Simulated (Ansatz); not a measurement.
# One shape, several levels: InSi2H7 (SMILES [SiH3][SiH2][InH2])

We compute a comparison of 6 runs (HF/STO-3G, B2PLYP/def2-SVP, CAM-B3LYP/def2-SVP, HSE06/def2-SVP, PBE0/def2-SVP, r2SCAN/def2-SVP) of InSi2H7. 

The results are computed with Ansatz 0.2.0.

54 further runs of the same task are left out: 54 set aside as unsound or not needed.

### Step 1. Starting point

InSi2H7: 10 atoms, total charge 0, spin state singlet. As SMILES, `[SiH3][SiH2][InH2]`. The In3–H9 distance was set to 2.246 Å, away from the relaxed value.

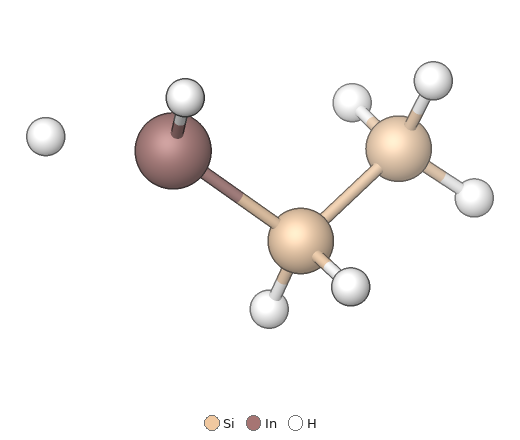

The structure, seen from a chosen angle (silicon light orange, indium brown, hydrogen white).

### Step 2. The energy at HF/STO-3G (run 1)

molecule.yaml

```yaml
crystal:
  periodic: [false, false, false]
  atoms:
    - symbol: Si
      position_ang: [-1.413881, 0.761759, -1.337825]
    - symbol: Si
      position_ang: [0.060119, -0.953241, -0.738625]
    - symbol: In
      position_ang: [1.921819, -0.033241, 0.776875]
    - symbol: H
      position_ang: [-2.504081, 0.278159, -2.227725]
    - symbol: H
      position_ang: [-0.670681, 1.841559, -2.043725]
    - symbol: H
      position_ang: [-2.028681, 1.349959, -0.115725]
    - symbol: H
      position_ang: [-0.724281, -2.027441, -0.064425]
    - symbol: H
      position_ang: [0.625719, -1.528441, -1.993525]
    - symbol: H
      position_ang: [1.761400, -0.160900, 3.013900]
    - symbol: H
      position_ang: [3.305819, 0.736959, 0.084875]
basis:
  gaussian: {orbitals: STO-3G}
hamiltonian: {xc: hf}
accuracy: high
output: {orbitals: {seedname: orbitals}}
```

On the command line:

```bash
$ ansatz run molecule.yaml --threads 1 --pin off --max-ram 3480MiB --events-out events.jsonl --progress --plain --runs-dir runs
```

Standard output:

```text
Warning: RAYON_NUM_THREADS=1 ignored (pool sized by the plan → 1); use --threads N
Functional definition: HF
  name "HF"
  exchange = exact_x
  correlation = 0
1005 factors; integrals over basis functions are off by at most 1.1e-8 eV
mean field evaluation 1: about -170289.9750 eV, gradient 1.5e1 eV
mean field evaluation 2: about -170289.9701 eV, gradient 1.4e1 eV
mean field evaluation 4: about -170291.3858 eV, gradient 8.5e-1 eV
mean field evaluation 8: about -170291.3908 eV, gradient 7.8e-5 eV
mean field -170291.39081057 eV, -6258.0931846379 hartree, gradient 1.3e-8 eV, S^2 0.000000; 0 other end points of the search recorded, 0 dependent functions left out
reference -170291.39081057 eV, -6258.0931846379 hartree; 42, 42 occupied and 10, 10 virtual orbitals, 1005 factors
Total energy: -170291.39081057 eV, -6258.0931846379 hartree
```

Run time: 1.2 s. Hardware: 1 thread of Arm Neoverse V1, shared host; peak memory 0.13 GiB.

### Step 3. A single-point energy at B2PLYP/def2-SVP (core potential) (run 2)

input.yaml

```yaml
basis:
  gaussian:
    orbitals: def2-SVP
crystal:
  periodic: [false, false, false]
  atoms:
    - {symbol: Si, position_ang: [-1.413881, 0.761759, -1.337825]}
    - {symbol: Si, position_ang: [0.060119, -0.953241, -0.738625]}
    - {symbol: In, position_ang: [1.921819, -0.033241, 0.776875]}
    - {symbol: H, position_ang: [-2.504081, 0.278159, -2.227725]}
    - {symbol: H, position_ang: [-0.670681, 1.841559, -2.043725]}
    - {symbol: H, position_ang: [-2.028681, 1.349959, -0.115725]}
    - {symbol: H, position_ang: [-0.724281, -2.027441, -0.064425]}
    - {symbol: H, position_ang: [0.625719, -1.528441, -1.993525]}
    - {symbol: H, position_ang: [1.761400, -0.160900, 3.013900]}
    - {symbol: H, position_ang: [3.305819, 0.736959, 0.084875]}
hamiltonian:
  xc: {name: B2PLYP}
correlation:
  frozen_orbitals: {H: 0, In: 4, Si: 5}
accuracy: high
output:
  orbitals: {seedname: orbitals}
```

On the command line:

```bash
$ ansatz run input.yaml --threads 1 --pin off --max-ram 3480MiB --events-out events.jsonl --progress --plain --runs-dir runs
```

Standard output (excerpt; [...] marks lines left out):

```text
Warning: RAYON_NUM_THREADS=1 ignored (pool sized by the plan → 1); use --threads N
Functional definition: B2PLYP
  name "B2PLYP"
[...]
2232 factors; integrals over basis functions are off by at most 8.0e-9 eV
[...]
mean field -21018.58446490 eV, -772.4187321768 hartree, gradient 1.9e-8 eV, S^2 0.000000; 0 other end points of the search recorded, 0 dependent functions left out
14 core orbitals not correlated: weight in the atoms' cores, before any rotation towards them, 1.000 or more for the frozen orbitals, at most 0.000 for the correlated occupied ones
reference -21018.58449773 eV, -772.4187333833 hartree; 14, 14 occupied and 69, 69 virtual orbitals, 2232 factors
second order -10.28885408 eV of doubles, -0.00000000 eV of singles
Total energy: -21021.36248833 eV, -772.5208226549 hartree
```

Wall time 17 s (1 thread of Arm Neoverse V1, shared host); peak memory 0.38 GiB.

Runs 3 to 4 aren't shown in full; the table further down has their settings and results.

### Step 4. A single-point energy at PBE0/def2-SVP (core potential) (run 5)

molecule.yaml, as its differences from that of step 2:

```diff
@@ -24,4 +24,5 @@
 basis:
-  gaussian: {orbitals: STO-3G}
-hamiltonian: {xc: hf}
+  gaussian: {orbitals: def2-SVP}
+total_charge: 0
+hamiltonian: {xc: {name: PBE0}}
 accuracy: high
```

On the command line:

```bash
$ ansatz run molecule.yaml --threads 1 --pin off --max-ram 3480MiB --events-out events.jsonl --progress --plain --runs-dir runs
```

Standard output:

```text
Warning: RAYON_NUM_THREADS=1 ignored (pool sized by the plan → 1); use --threads N
Functional definition: PBE0
  name "PBE0"
  parameter a = 0.25
  parameter kappa = 0.804
  parameter beta = 0.06672455060314922
  exchange = (1 - a)*pbe_x(kappa = kappa, mu = beta*pi^2/3) + a*exact_x
  correlation = pbe_c(beta = beta)
2232 factors; integrals over basis functions are off by at most 8.0e-9 eV
mean field evaluation 1: about -21028.6189 eV, gradient 1.4e1 eV
mean field evaluation 2: about -21028.9513 eV, gradient 1.1e1 eV
mean field evaluation 4: about -21029.4427 eV, gradient 3.4e-1 eV
mean field evaluation 8: about -21029.5385 eV, gradient 6.1e-2 eV
mean field evaluation 16: about -21029.5385 eV, gradient 3.5e-6 eV
mean field -21029.53848924 eV, -772.8212851464 hartree, gradient 5.7e-8 eV, S^2 0.000000; 0 other end points of the search recorded, 0 dependent functions left out
reference -21029.53849295 eV, -772.8212852826 hartree; 28, 28 occupied and 69, 69 virtual orbitals, 2232 factors
Total energy: -21029.53849295 eV, -772.8212852826 hartree
```

Wall time 11 s (1 thread of Arm Neoverse V1, shared host); peak memory 0.38 GiB.

### Step 5. The energy at r2SCAN/def2-SVP (core potential) (run 6)

job.yaml

```yaml
crystal:
  periodic: [false, false, false]
  atoms:
    - {symbol: Si, position_ang: [-1.413881, 0.761759, -1.337825]}
    - {symbol: Si, position_ang: [0.060119, -0.953241, -0.738625]}
    - {symbol: In, position_ang: [1.921819, -0.033241, 0.776875]}
    - {symbol: H, position_ang: [-2.504081, 0.278159, -2.227725]}
    - {symbol: H, position_ang: [-0.670681, 1.841559, -2.043725]}
    - {symbol: H, position_ang: [-2.028681, 1.349959, -0.115725]}
    - {symbol: H, position_ang: [-0.724281, -2.027441, -0.064425]}
    - {symbol: H, position_ang: [0.625719, -1.528441, -1.993525]}
    - {symbol: H, position_ang: [1.761400, -0.160900, 3.013900]}
    - {symbol: H, position_ang: [3.305819, 0.736959, 0.084875]}
basis:
  gaussian:
    orbitals: def2-SVP
accuracy: high
hamiltonian:
  xc: {name: r2SCAN}
output: {orbitals: {seedname: orbitals}}
```

On the command line:

```bash
$ ansatz run job.yaml --threads 1 --pin off --max-ram 3480MiB --events-out events.jsonl --progress --plain --runs-dir runs
```

Standard output:

```text
Warning: RAYON_NUM_THREADS=1 ignored (pool sized by the plan → 1); use --threads N
Functional definition: r2SCAN
  name "r2SCAN"
  parameter k0 = 0.174
  parameter k1 = 0.065
  parameter a1 = 4.9479
  exchange = r2scan_x(k0 = k0, k1 = k1, a1 = a1)
  correlation = r2scan_c
2232 factors; integrals over basis functions are off by at most 8.0e-9 eV
mean field evaluation 1: about -21035.4183 eV, gradient 1.8e1 eV
mean field evaluation 2: about -21035.3356 eV, gradient 1.8e1 eV
mean field evaluation 4: about -21036.7279 eV, gradient 1.1e0 eV
mean field evaluation 8: about -21036.7194 eV, gradient 3.2e-2 eV
mean field evaluation 16: about -21036.7194 eV, gradient 3.5e-6 eV
mean field -21036.71936753 eV, -773.0851775561 hartree, gradient 3.7e-8 eV, S^2 0.000000; 0 other end points of the search recorded, 0 dependent functions left out
reference -21036.71936870 eV, -773.0851775992 hartree; 28, 28 occupied and 69, 69 virtual orbitals, 2232 factors
Total energy: -21036.71936870 eV, -773.0851775992 hartree
```

It took 17 s on 1 thread of Arm Neoverse V1, shared host; peak memory 0.35 GiB.

### Step 6. Overview of the runs

```csv
run,level,core potential,frozen core orbitals,energy (Eh),HOMO energy (eV),LUMO energy (eV),HOMO–LUMO gap (eV),wall time
1,HF/STO-3G,none,–,-6258.093185,-6.64,5.32,11.97,1.2 s
2,B2PLYP/def2-SVP (core potential),def2-SVP,14,-772.520823,-7.91,-1.36,6.55,17 s
3,CAM-B3LYP/def2-SVP (core potential),def2-SVP,–,-773.047414,-8.28,-1.42,6.86,13 s
4,HSE06/def2-SVP (core potential),def2-SVP,–,-772.805844,-6.73,-2.65,4.08,11 s
5,PBE0/def2-SVP (core potential),def2-SVP,–,-772.821285,-7.12,-2.29,4.83,11 s
6,r2SCAN/def2-SVP (core potential),def2-SVP,–,-773.085178,-6.38,-2.79,3.59,17 s
```

### Step 7. Results

| quantity | value |
| --- | --- |
| run 6: total energy | -773.08518 Eh |
| run 6: HOMO energy | -6.38 eV |
| run 6: LUMO energy | -2.79 eV |
| run 6: HOMO–LUMO gap | 3.59 eV |

What this shows: The HOMO–LUMO gap runs from 3.59 eV (r2SCAN/def2-SVP) to 11.97 eV (HF/STO-3G). The two ends differ in method and basis and core potential. Totals of different functionals can't be ranked against each other. Some runs of one species differ in core potentials or relativity; totals across that change don't compare. In run 1 the basis is minimal, so the values are rough. In run 1 relativity is left out where basis or elements ask for it. All runs together took 71 s, the longest 17 s.
